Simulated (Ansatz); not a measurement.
Frozen-phonon scan for Ru (hcp, Mg type)

Relaxed Ru (hcp, Mg type):

```yaml
crystal:
  lattice:
    - [5.44432, 0.00000, 0.00000]
    - [-1.36108, 2.35746, 0.00000]
    - [0.00000, 0.00000, 4.29083]
  atoms:
    - { symbol: Ru, position: [0.16667, 0.66667, 0.75000] }
    - { symbol: Ru, position: [0.66667, 0.66667, 0.75000] }
    - { symbol: Ru, position: [0.33333, 0.33333, 0.25000] }
    - { symbol: Ru, position: [0.83333, 0.33333, 0.25000] }
```

The atoms are displaced by Q × the pattern below (from a DFPT mode at M = (0.5, 0.0, 0.0), largest move 1; Q in Å), at fixed cell. (q is in reciprocal vectors of the primitive cell; the cell shown is doubled to hold the pattern.)

| atom | x | y | z |
|---|---|---|---|
| Ru1 | 0.866 | 0.500 | 0.000 |
| Ru2 | -0.866 | -0.500 | 0.000 |
| Ru3 | -0.866 | -0.500 | 0.000 |
| Ru4 | 0.866 | 0.500 | 0.000 |

Level of theory: PBE (plane waves to 420 eV, PAW, scalar-relativistic; Ansatz, a first-principles code). k mesh 10×20×11 (Γ-centred), Fermi-Dirac smearing 0.05 eV. Energies are smeared free energies. With partly filled bands, energies and forces of such displacements shift with the k mesh and the smearing. Ru is run without spin polarisation. Ru was relaxed with its symmetry unable to fall. The zero of ΔE is the undisplaced structure.

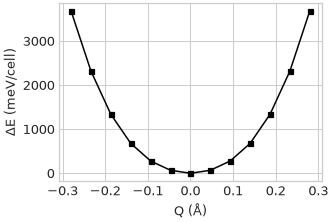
Figure. ΔE (meV/cell) against Q (Å); markers are the computed points, lines only join them.

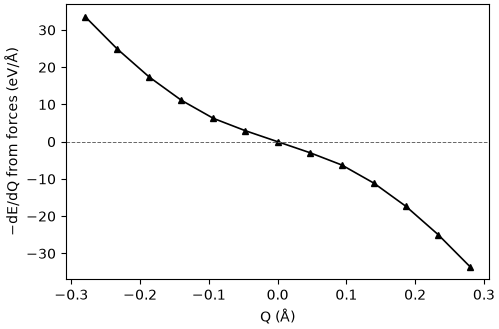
Fig. 1. −dE/dQ from forces (eV/Å) against Q (Å); markers are the computed points, lines only join them.

The energy at Q = 0.280 Å comes out as 3684 meV/cell. Wavenumber by perturbation theory (DFPT, on another k mesh): 206 cm⁻¹. Symmetry of the curve: even: the same for both signs. Shape of the curve: a single well with its minimum at or next to zero displacement. Harmonic wavenumber from the curvature (finite differences): 203 cm⁻¹.

E″ = 61.48 eV/Å², M = Σ mᵢ|uᵢ|² = 404.3 u, ν̃ = 521.5·√(|E″|/M).

(A displaced cell: forces are minus the slopes of the energy, force constants its curvatures, and phonons follow from these.)
